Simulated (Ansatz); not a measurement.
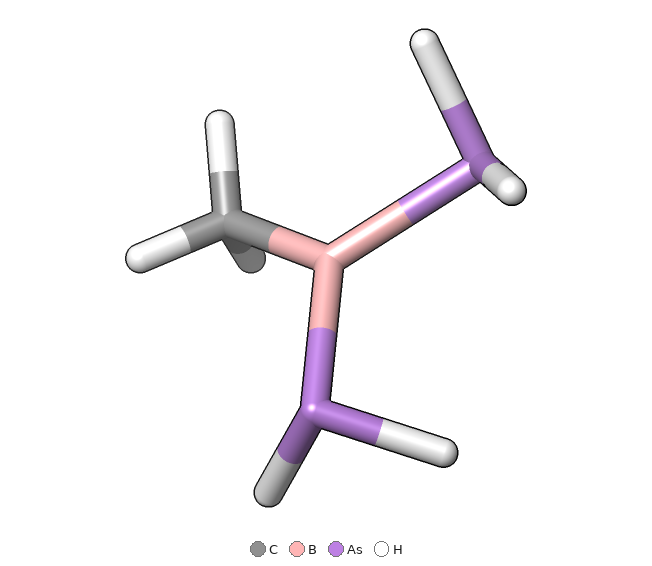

The geometry was computed by an optimisation with PBE0-D4/def2-TZVP. Program: Ansatz 0.2.0.

At this fixed geometry, give HOMO–LUMO gap (eV), HOMO energy (eV), dipole (D) at these levels: B3LYP-D4/def2-TZVPP; PBE-D4/def2-TZVPP; r2SCAN-D4/def2-TZVPP; ωB97M-V/def2-TZVPP.

```tsv
level	HOMO–LUMO gap (eV)	HOMO energy (eV)	dipole (D)
B3LYP-D4/def2-TZVPP	5.13	−6.83	0.95
PBE-D4/def2-TZVPP	3.58	−5.99	0.90
r2SCAN-D4/def2-TZVPP	4.08	−6.24	0.99
ωB97M-V/def2-TZVPP	9.51	−9.11	1.00
```
